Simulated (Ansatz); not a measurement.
**H23NO10: molecular dynamics (part 3 of 5)**

Continued. System: H23NO10 (disordered cell, 34 atoms in the cell). Method: DFT PBE-D3(BJ), scalar-relativistic, plane waves, PAW, no spin polarisation (Ansatz 0.2.0); cutoff 420 eV, 1×1×1 k-mesh, Fermi–Dirac smearing of 0.02 eV. It belongs to a series of runs on one base structure; here: dynamics from the last frame of the run before.

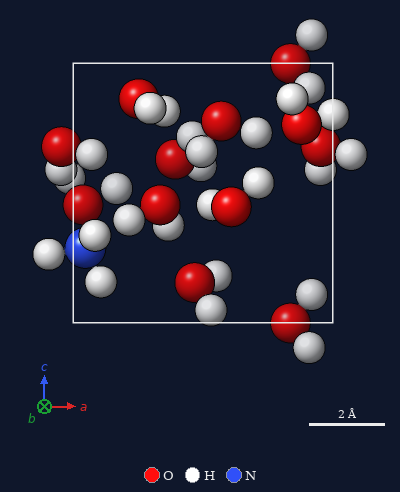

**Figure 1.** The geometry at step 170 of the log (spheres-only view of the cell of the calculation, along the b axis).

Trajectory as extended XYZ, continued
```
34
Lattice="6.9727 0.0000 0.0000 0.0000 6.9727 0.0000 0.0000 0.0000 6.9727" Properties=species:S:1:pos:R:3:forces:R:3 step=102 time_fs=51.0 energy=-6429.46007 temperature=319.4
O     5.8501    5.3097   -0.1415   -0.2497   2.2498   3.7076
H     6.1937    4.7437   -0.7936    1.2362  -2.1612  -1.7301
H     6.4521    5.3189    0.6832   -0.9192  -0.1095  -1.6133
O     3.2154    4.3195    1.0652    1.4976   1.2465  -1.0261
H     3.0913    3.9797    0.1431   -0.0196  -0.2923   0.4432
H     4.0555    4.8673    0.8506   -1.3300  -0.8824   0.7359
O     7.3110    5.8748    2.9464   -0.7217  -0.8584  -1.0431
H     8.2029    5.6536    3.2857    0.1998   0.5732   0.4053
H     6.9042    6.5753    3.4728    0.1536   0.1065   0.6304
O     2.4337    3.0126    3.3680   -0.3939   0.3326  -2.3839
H     1.7741    2.4398    2.8042   -0.3181   0.0877   0.7499
H     2.7136    3.6052    2.5730    0.1831  -0.5691   1.1017
O     4.3368    0.8132    3.2335    0.2403  -0.7900   0.5696
H     4.8074    0.8868    4.1159   -0.3272   0.3084  -0.6654
H     3.5284    1.3649    3.2261    0.3786   0.6982   0.2462
O     2.5991    5.8910    4.2977   -0.3371   1.0140  -0.1956
H     3.2256    6.5093    3.8422    0.3428   0.0274  -0.3658
H     3.1477    5.1549    4.5438    0.5567  -0.9803   0.5433
O     1.8989    1.0832   -1.0086   -0.1881  -0.3390  -0.2148
H     2.2548    0.3795   -1.6311   -0.2163   0.5557   0.8622
H     2.6126    1.7249   -0.7933    0.1119  -0.3048  -0.4120
O     6.1911    7.6719    5.3997    1.1743  -0.8346   0.8291
H     6.1740    6.7880    5.9029   -0.4697   0.9320  -0.3636
H     7.1062    8.0011    5.6976   -0.9267  -0.3841  -0.5981
O     6.5267    3.5337    4.8358    1.1259   0.7481  -0.6197
H     7.2561    2.9331    5.0638   -0.1459  -0.4364   0.1978
H     7.0421    4.1145    4.2054   -0.9526  -0.0604   0.1532
O     3.6957    3.1299    5.5767   -1.3145   0.4242   1.8265
H     3.1968    3.0916    4.7517   -0.6096  -0.2228  -1.2693
H     4.6016    3.0718    5.3486    2.0734  -0.1360  -0.3866
N     0.5176    1.7099    1.9291   -1.0357   3.2919  -0.5918
H    -0.4519    1.9482    2.2364    0.7290  -0.3799   0.1888
H     0.5070    2.0986    0.9630    0.3607  -0.5753   0.6074
H     0.5745    0.7378    1.8731    0.1115  -2.2793  -0.3190
34
Lattice="6.9727 0.0000 0.0000 0.0000 6.9727 0.0000 0.0000 0.0000 6.9727" Properties=species:S:1:pos:R:3:forces:R:3 step=119 time_fs=59.5 energy=-6429.83393 temperature=406.2
O     5.8315    5.3301   -0.1258    0.5110   1.0589   2.5533
H     6.2684    4.7273   -0.7096    0.5369  -1.4777  -1.4563
H     6.4330    5.2780    0.6816   -0.9146   0.3973  -0.8426
O     3.2339    4.3637    1.0598    0.3927   0.4836   0.1518
H     3.2501    3.8760    0.1902    0.5640   0.4735   0.4158
H     3.9983    5.0131    1.0580   -0.9058  -1.0978  -0.4246
O     7.3052    5.8498    2.9887   -0.4635  -0.2384   0.3445
H     8.2010    5.6379    3.3337    0.4189  -0.1269  -0.0417
H     7.0134    6.4787    3.6837   -0.3475   0.0458  -0.1680
O     2.4059    2.9881    3.3455    0.0082   0.0170  -1.8454
H     1.5607    2.4021    3.0403    1.1687   0.9663  -0.5090
H     2.7858    3.5025    2.4882   -1.0781  -1.0319   1.5180
O     4.3036    0.7388    3.2001   -0.2032   1.0005   0.4826
H     4.8411    1.0446    3.9701    0.3738  -0.7821  -0.0029
H     3.6395    1.4801    3.2279   -0.1456  -0.2026  -0.5414
O     2.6335    5.8804    4.3022   -1.3302   0.3067   0.2956
H     3.2329    6.3947    3.7378    1.0348   0.4900  -0.1543
H     3.1149    5.2394    4.8214    0.6580  -0.6145   0.2788
O     1.8555    1.1527   -0.9971    0.7731   0.5146   0.0728
H     2.1591    0.3279   -1.4338   -0.1267  -0.2277  -0.1411
H     2.6851    1.7154   -1.0255   -0.6358  -0.1367   0.0601
O     6.1842    7.6485    5.4120   -0.0317   1.1083  -1.2158
H     6.1570    6.8191    5.8944   -0.1125  -0.8505   0.8995
H     7.0640    8.0534    5.5747   -0.0152  -0.4257   0.1921
O     6.5710    3.5709    4.8154   -0.5431   0.9401  -0.3062
H     7.2946    2.9400    4.8913    0.4486   0.0305  -0.2752
H     6.7857    4.2373    4.0978    0.1484  -0.6178   0.3916
O     3.7715    3.1638    5.5350   -1.9066   0.1486  -0.1565
H     3.2374    3.1612    4.6494    0.4005  -0.1499   0.4761
H     4.6986    3.1350    5.3214    1.2967  -0.0356  -0.2684
N     0.4595    1.6709    1.9580   -0.5728   0.3654  -0.7271
H    -0.5765    1.7045    2.1998    1.3693   0.1523  -0.8428
H     0.6793    1.9340    0.9519   -0.7961   0.0881   1.4281
H     0.6652    0.6783    1.9119    0.0257  -0.5720   0.3589
34
Lattice="6.9727 0.0000 0.0000 0.0000 6.9727 0.0000 0.0000 0.0000 6.9727" Properties=species:S:1:pos:R:3:forces:R:3 step=136 time_fs=68.0 energy=-6429.81808 temperature=402.1
O     5.8337    5.3473   -0.1022    0.3498  -0.4078   0.3844
H     6.1836    4.5952   -0.6737    0.0500   0.7226   0.5698
H     6.3561    5.3958    0.7354   -0.1248  -0.2561  -0.6384
O     3.2384    4.4032    1.0631    1.2459   0.2639  -0.3300
H     3.6140    3.8787    0.3078   -0.7023  -0.0099   0.0761
H     3.9805    5.0654    1.1162   -0.7865  -0.3855   0.2124
O     7.2910    5.8118    3.0464   -0.4402   0.0383   0.2842
H     8.2263    5.6618    3.3184    0.2092  -0.1886   0.1220
H     6.9705    6.3579    3.8042   -0.1007  -0.0368  -0.2877
O     2.3761    2.9469    3.3080    0.7646   0.7456  -1.8350
H     1.5220    2.5450    2.9603   -0.0967  -0.4916  -0.1155
H     2.7087    3.4375    2.4545   -0.3601  -0.3133   1.3837
O     4.2651    0.6933    3.1817    0.5638  -0.9793  -0.6244
H     5.0050    0.8240    3.8030   -0.0708   0.4880   0.3342
H     3.7594    1.5030    3.0184   -0.2335   0.4664   0.4327
O     2.6677    5.8760    4.3173    0.3543  -0.2603   0.5953
H     3.4261    6.2779    3.8403   -0.1589   0.8358  -0.3479
H     3.1355    5.3455    4.9872   -0.3452  -0.5154   0.0913
O     1.8247    1.2215   -0.9855   -0.0183   1.8109   0.4514
H     1.9853    0.3264   -1.2427    0.6544  -1.4404  -0.6688
H     2.6363    1.7371   -1.2454   -0.4397  -0.3146   0.2825
O     6.1713    7.6228    5.4021   -0.4040   1.1210  -1.8475
H     6.0504    6.9299    6.0281   -0.5035  -1.7482   1.2979
H     7.0746    7.9205    5.5585    0.7765   0.5341   0.0865
O     6.6101    3.6263    4.7949   -0.3723   0.1035  -0.0808
H     7.3624    3.0407    4.6110    0.0683  -0.0498   0.1797
H     6.5988    4.2259    4.0148    0.2468   0.1990   0.0575
O     3.8368    3.2044    5.4948   -0.2655  -0.0206  -0.7561
H     3.3881    3.1342    4.5813    0.0379   0.1833   0.8262
H     4.7946    3.1826    5.2963    0.1510  -0.2299  -0.0129
N     0.4151    1.6133    1.9903   -1.2566   0.1090  -1.3681
H    -0.6478    1.5573    1.9342    1.4074  -0.0091   0.4291
H     0.6460    1.9630    1.0095    0.1374  -0.9698   1.3770
H     0.7262    0.6155    2.1284   -0.3377   1.0057  -0.5608
34
Lattice="6.9727 0.0000 0.0000 0.0000 6.9727 0.0000 0.0000 0.0000 6.9727" Properties=species:S:1:pos:R:3:forces:R:3 step=153 time_fs=76.5 energy=-6429.72933 temperature=381.2
O     5.8340    5.3684   -0.0654    0.8175  -1.6910  -0.6296
H     6.2187    4.5602   -0.6111   -0.6215   1.9133   0.9256
H     6.3742    5.4156    0.7462    0.0451  -0.0962  -0.0404
O     3.2593    4.4361    1.0617   -0.6506  -0.1098   0.6680
H     3.6748    3.8744    0.3846    0.1531   0.2627  -0.3132
H     3.8628    5.1669    1.2622    0.2500  -0.1380  -0.3212
O     7.2698    5.7670    3.1120   -0.5605  -0.1377  -0.2960
H     8.2191    5.6196    3.3562   -0.1514   0.2848   0.5560
H     6.8456    6.2895    3.8359    0.5879  -0.0190  -0.1016
O     2.3492    2.9032    3.2395    1.2248   0.1993   0.9848
H     1.5764    2.4779    2.8384   -1.3190  -0.7820  -0.4542
H     2.6410    3.5479    2.5761    0.3038   0.6129  -0.6870
O     4.2472    0.6359    3.1484    0.4289  -0.1460  -0.2164
H     5.0253    0.7631    3.7272    0.1294   0.1007   0.3623
H     3.8376    1.5174    3.0570   -0.4328   0.1455   0.0909
O     2.7199    5.8662    4.3519   -0.0550   0.4938   0.0002
H     3.4218    6.5245    3.9675   -0.5922  -0.9677   0.6707
H     3.0006    5.2489    5.0641    0.5272   0.4612  -0.5742
O     1.7904    1.2867   -0.9686    0.1938   1.4271   0.1320
H     2.0051    0.3961   -1.2042    0.3370  -1.7560  -0.4313
H     2.5622    1.7621   -1.3643   -0.3459   0.2200   0.4870
O     6.1576    7.5904    5.3763   -1.4562   0.1490  -1.4720
H     5.8993    6.9807    6.0761   -0.0560  -0.8823   0.4938
H     7.0489    7.8618    5.5589    1.3836   0.6473   0.3312
O     6.6384    3.6840    4.7672   -0.1590  -0.2958  -0.0301
H     7.4133    3.1773    4.4638    0.0683  -0.2462   0.3758
H     6.5711    4.3151    4.0181    0.0262   0.4394  -0.0386
O     3.9089    3.2465    5.4524    0.6707  -0.2662   0.0886
H     3.4102    3.1806    4.6026    0.1543   0.0304  -0.0222
H     4.8835    3.1033    5.2588   -0.9033   0.1365  -0.1160
N     0.3537    1.5721    2.0110    1.3744  -1.2918  -0.8189
H    -0.6600    1.4300    1.8730    0.5271   0.1148  -0.0831
H     0.8107    1.7863    1.0881   -0.8715  -0.0864   0.5724
H     0.7630    0.5994    2.2005   -1.0280   1.2734  -0.0930
34
Lattice="6.9727 0.0000 0.0000 0.0000 6.9727 0.0000 0.0000 0.0000 6.9727" Properties=species:S:1:pos:R:3:forces:R:3 step=170 time_fs=85.0 energy=-6429.59051 temperature=349.6
O     5.8372    5.3851   -0.0086    0.9927  -1.6996  -2.2962
H     6.3406    4.7033   -0.6692   -1.3548   1.5241   1.3917
H     6.4076    5.3979    0.7592    0.5254   0.1078   0.8240
O     3.2651    4.4643    1.0791   -0.6461  -0.2446   0.2374
H     3.7041    4.0237    0.3376    0.0782  -0.2266  -0.3663
H     3.8428    5.2053    1.2592    0.4006   0.5601   0.1413
O     7.2365    5.7169    3.1677    0.2687   1.1641   1.5798
H     8.1405    5.6694    3.6054    0.2243  -0.3276  -0.7343
H     6.8761    6.3304    3.8861   -0.3760  -0.1728  -0.7970
O     2.3389    2.8683    3.1656   -1.5019  -3.4911   2.2900
H     1.5014    2.3419    2.7608    0.7680   1.0410   0.3844
H     2.5552    3.5761    2.6222    0.7312   2.4279  -2.4824
O     4.2510    0.5876    3.1130    0.1258   0.7879   0.4822
H     4.9726    0.7548    3.7581    0.2994  -0.0967   0.0858
H     3.7426    1.4380    3.1695   -0.1959  -0.1729  -0.4105
O     2.7440    5.8618    4.3947    1.0256   0.0999   1.2956
H     3.4294    6.6121    4.2178   -0.9018  -1.1891  -0.5465
H     3.2009    5.1937    4.9937   -0.5139   0.7930  -0.7313
O     1.7626    1.3355   -0.9544   -0.3001   1.3141   0.2478
H     2.0671    0.4701   -1.2099    0.5242  -1.1730  -0.4068
H     2.4497    1.9609   -1.2891   -0.1441  -0.2791   0.3457
O     6.1341    7.5578    5.3277   -1.0441  -0.9828  -0.1632
H     5.8834    6.8551    6.0142    0.4939   0.4900  -0.4442
H     6.9872    7.9281    5.5959    0.5988   0.3094   0.2269
O     6.6582    3.7362    4.7323   -0.4189  -0.8336   1.2302
H     7.4687    3.2383    4.5208    0.0052   0.1211  -0.1053
H     6.6449    4.4919    4.1154    0.3162   0.2291  -0.7667
O     3.9790    3.2839    5.4173    1.2792  -0.5035  -0.3460
H     3.4497    3.2412    4.5966   -0.3035  -0.1104  -0.4216
H     4.9203    3.0295    5.1033   -1.2298   0.6440   0.6435
N     0.3274    1.5255    2.0106    1.1758  -1.6265   0.9057
H    -0.6539    1.4134    1.8401   -1.0661   0.3866   0.0748
H     0.7452    1.6259    1.0975    0.3621  -0.0955  -0.7025
H     0.5863    0.5436    2.3469   -0.1983   1.2254  -0.6661
34
Lattice="6.9727 0.0000 0.0000 0.0000 6.9727 0.0000 0.0000 0.0000 6.9727" Properties=species:S:1:pos:R:3:forces:R:3 step=187 time_fs=93.5 energy=-6429.75792 temperature=388.6
O     5.8589    5.3946    0.0479   -0.6521  -0.5164  -3.1648
H     6.3051    4.8592   -0.7131   -0.4886   0.3116   1.4749
H     6.4263    5.4265    0.7898    1.4848  -0.0855   1.4958
O     3.2663    4.4969    1.0996   -0.8550  -0.8646  -0.2538
H     3.6583    4.1579    0.2783   -0.0430  -0.3786  -0.3125
H     3.8270    5.2385    1.2608    0.7639   1.2213   0.4960
O     7.2134    5.6956    3.2574   -0.0163   0.2607  -0.9333
H     8.1686    5.6378    3.5389   -0.1278   0.6471   0.3515
H     6.7265    6.4235    3.7197    0.7386  -0.2488   0.5244
O     2.3350    2.8257    3.1108   -1.7760  -1.1994   0.4368
H     1.4021    2.4633    2.7194    1.0969  -0.3431   0.6732
H     2.5209    3.4593    2.4202    0.9654   1.0758  -0.9183
O     4.2679    0.5676    3.0949   -0.2017  -0.2422  -0.1916
H     4.9371    0.7211    3.8004   -0.2969   0.5176   0.1966
H     3.5621    1.2652    3.0892    0.5372   0.3329   0.1338
O     2.7567    5.8558    4.4730    1.2564  -0.1466   0.4452
H     3.3874    6.5222    4.0159   -0.5666  -0.6961  -0.0101
H     3.3976    5.1709    4.8584   -1.0537   0.7471  -0.4144
O     1.7319    1.3784   -0.9403   -0.2209   0.3868   0.1976
H     2.1826    0.5729   -1.2508    0.1635  -0.2176  -0.1568
H     2.3707    2.1126   -1.0605    0.0755  -0.3601   0.0808
O     6.1035    7.5172    5.2627    0.2306  -1.0766   0.8795
H     6.0425    6.7367    5.9436   -0.2076   1.2106  -0.7513
H     6.8769    8.0349    5.6059   -0.1488  -0.1877  -0.4388
O     6.6661    3.7764    4.7231    0.4769  -0.8643   0.5410
H     7.5088    3.3027    4.5574   -0.2415  -0.3968   0.4644
H     6.8388    4.5030    4.0637   -0.6444   0.5616  -0.3028
O     4.0359    3.3154    5.3706    1.4865  -0.0796   0.1979
H     3.4729    3.2328    4.5876   -0.3115  -0.2685  -0.8171
H     5.0028    3.1320    5.0629   -1.5123   0.5052   0.4508
N     0.3094    1.4612    1.9929    1.2414  -0.1984   1.6336
H    -0.6533    1.6318    1.9139   -1.9282   0.3096   0.0547
H     0.6561    1.4066    1.0782    0.8905   0.0528  -2.0251
H     0.4371    0.5118    2.3638   -0.1149   0.2305  -0.0379
34
Lattice="6.9727 0.0000 0.0000 0.0000 6.9727 0.0000 0.0000 0.0000 6.9727" Properties=species:S:1:pos:R:3:forces:R:3 step=203 time_fs=101.5 energy=-6429.60784 temperature=353.9
O     5.8853    5.4103    0.0858   -1.7629   0.6860  -1.3635
H     6.2910    4.7992   -0.5251    0.2264  -1.0628  -1.3817
H     6.5149    5.4014    0.7590    1.7765   0.3717   2.5688
O     3.2681    4.5311    1.1124   -1.7708  -2.2204  -0.3662
H     3.5424    4.1939    0.2371    0.3186   0.3034   0.0620
H     3.7818    5.2745    1.3268    1.4955   1.7045   0.2105
O     7.1992    5.6920    3.3141    0.2964   1.5486  -0.4547
H     8.1397    5.8181    3.5960    0.2681  -0.7569   0.0591
H     6.8152    6.4539    3.8310   -0.5474  -0.3089   0.1868
O     2.3161    2.7916    3.0564    3.4561   1.8245  -0.1185
H     1.5226    2.3236    2.7854   -1.4422  -0.8220  -1.2239
H     2.7691    3.3186    2.2682   -1.4261  -0.8425   1.3877
O     4.2809    0.5469    3.0780   -0.5739   1.3678   0.1710
H     4.7562    0.8744    3.8820    0.2496  -0.7429  -0.0821
H     3.5988    1.2825    3.0175    0.1598  -0.4858  -0.3772
O     2.7786    5.8647    4.5497   -0.5618  -1.4144   1.4164
H     3.1902    6.2485    3.7872    1.1857   1.1372  -1.1892
H     3.3745    5.0824    4.7602   -0.7552   0.5739   0.1180
O     1.7003    1.4180   -0.9233    0.9712  -0.6621  -0.4632
H     2.2789    0.6953   -1.3221   -0.8848   0.4500   0.3750
H     2.3642    2.1229   -0.7991   -0.0665   0.0949   0.0187
O     6.0793    7.4691    5.1973    0.6428   0.1031   0.3525
H     6.0433    6.7675    5.9291    0.0402   0.7890  -0.3794
H     6.7964    8.1259    5.4359   -0.6150  -0.9643   0.0149
O     6.6822    3.7944    4.7298   -0.9500  -0.7196   0.9586
H     7.4525    3.2069    4.7612    0.1434   0.2285  -0.3594
H     6.7765    4.5226    4.0194    0.6658  -0.3521   0.2681
O     4.0726    3.3472    5.3223    0.3355   0.2977   0.0564
H     3.5547    3.1258    4.5225   -0.1831  -0.2103  -0.2805
H     5.0498    3.3602    5.0594   -0.5273  -0.0162   0.1380
N     0.2935    1.4101    1.9609    0.8800   0.7814   0.4996
H    -0.6204    1.8025    2.0356   -0.8888   0.3144  -0.3654
H     0.6094    1.2733    1.0208    0.0257   0.3177  -0.9988
H     0.2447    0.4970    2.3367   -0.1815  -1.3130   0.5414
34
Lattice="6.9727 0.0000 0.0000 0.0000 6.9727 0.0000 0.0000 0.0000 6.9727" Properties=species:S:1:pos:R:3:forces:R:3 step=220 time_fs=110.0 energy=-6429.44531 temperature=316.0
O     5.9355    5.4217    0.1196   -2.4482   2.3045  -0.0123
H     6.1718    4.7207   -0.4370    1.0661  -2.1082  -1.7817
H     6.5369    5.4751    0.8248    1.5681  -0.0499   1.7964
O     3.2533    4.5560    1.1276   -0.5150  -1.1486  -1.6219
H     3.5768    4.3598    0.2106   -0.5489  -0.4864   0.3572
H     3.8610    5.2595    1.2711    1.1152   1.4750   1.0177
O     7.2003    5.7428    3.3574    0.8109  -0.1314  -0.2706
H     8.1434    5.6912    3.6974   -0.3661   0.3700  -0.1376
H     6.7275    6.2819    4.0471    0.0834   0.3402  -0.0221
O     2.3341    2.7540    3.0184    0.7598   0.0382  -3.1720
H     1.6093    2.1247    2.5424    0.3939   0.7532   0.9723
H     2.7610    3.2333    2.1537   -1.0731  -0.6778   2.5515
O     4.2821    0.5547    3.0601   -0.1427  -0.1353  -0.5085
H     4.6566    0.7157    3.9628   -0.2309   0.2464  -0.5199
H     3.6333    1.2581    2.7940    0.3324  -0.0700   0.8278
O     2.7942    5.8761    4.6177   -0.9570  -0.6079   0.8615
H     3.1718    6.1187    3.7712    0.8376   0.6872  -0.7944
H     3.1779    4.9866    4.8235    0.0103   0.1264   0.1016
O     1.6819    1.4635   -0.9075    0.0109  -1.2470  -0.7874
H     2.1993    0.7250   -1.3757   -0.5184   1.1024   0.7927
H     2.3083    2.1018   -0.5428    0.4489  -0.0264  -0.1922
O     6.0543    7.4151    5.1193    0.9922   1.1561   0.2672
H     5.9938    6.9122    5.9522   -0.2498  -0.5963   0.4248
H     6.7709    8.0891    5.3362   -0.7853  -0.7560  -0.4118
O     6.6724    3.7797    4.7762    0.5449  -0.2182  -0.0145
H     7.4466    3.1920    4.8383   -0.1066  -0.1580   0.0876
H     6.9698    4.4554    4.0535   -0.6827  -0.3050   0.4580
O     4.0970    3.3891    5.2657   -2.3754  -0.2372   0.2323
H     3.6753    2.9599    4.4777    0.0328   0.2432   0.2629
H     5.0093    3.5492    5.0481    1.7605  -0.0330  -0.5320
N     0.2883    1.3576    1.9344   -0.7187   1.9400  -1.8884
H    -0.5849    1.9390    1.9882    0.8681  -0.4301   0.2534
H     0.4362    1.3031    0.8915    0.1353  -0.2556   1.0948
H    -0.0075    0.4603    2.2587   -0.0526  -1.1045   0.3075
```
